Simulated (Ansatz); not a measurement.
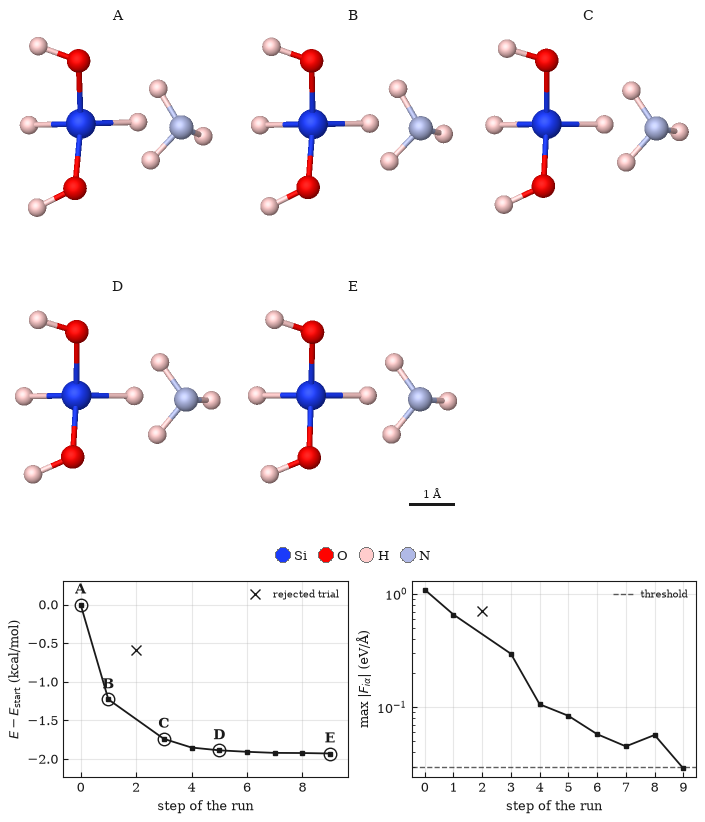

Frames of a relaxation of SiNH$_{7}$O$_{2}$, marked on the history of the run. Style: ball-and-stick. Shown at a tilt.

The run prepares an end point of a later path (reaction) calculation, from a guessed geometry.

The calculation used RKS PBE-D4/6-31G* (Ansatz 0.2.0). Settings: no spin polarisation; force threshold 0.03 eV/Å; at most 50 steps.

Q: Describe the path.

A: The energy falls by 1.93 kcal/mol in 8 accepted moves (9 points after the start). The largest force component goes from 1.1 to 0.029 eV/Å. The line search rejected the trial step at point 2 of the run. The atom that moves furthest after the best rigid fit is an H atom (0.36 Å). By element the largest moves are H 0.36 Å, N 0.20 Å, Si 0.19 Å, O 0.17 Å. Some distances before and after: O–Si 1.730 → 1.678 Å, H–N 1.022 → 1.028 Å, H–Si 1.513 → 1.508 Å. Bond angles that change, for instance: Si–O–H 109.9° → 114.5°, O–Si–H 110.6° → 107.4°, O–Si–H 105.3° → 107.5°. From step 0 to 1: an H atom moves most (0.19 Å), energy −1.23 kcal/mol. From step 1 to 3: an H atom moves most (0.09 Å), energy −0.51 kcal/mol. From step 3 to 5: an H atom moves most (0.08 Å), energy −0.15 kcal/mol. From step 5 to 9: an H atom moves most (0.08 Å), energy −0.04 kcal/mol.

| step | E − E(0), kcal/mol | largest force component, eV/Å | note |
| --- | --- | --- | --- |
| 0 | 0.00 | 1.0923 |  |
| 1 | -1.23 | 0.6588 |  |
| 2 | -0.58 | 0.7104 | rejected |
| 3 | -1.74 | 0.2968 |  |
| 4 | -1.85 | 0.1064 |  |
| 5 | -1.89 | 0.0841 |  |
| 6 | -1.91 | 0.0579 |  |
| 7 | -1.92 | 0.0452 |  |
| 8 | -1.92 | 0.0570 |  |
| 9 | -1.93 | 0.0289 |  |

Limits of the set-up: the start holds two separate molecules, 2.2 Å apart at their closest, whose relative position is a soft coordinate.
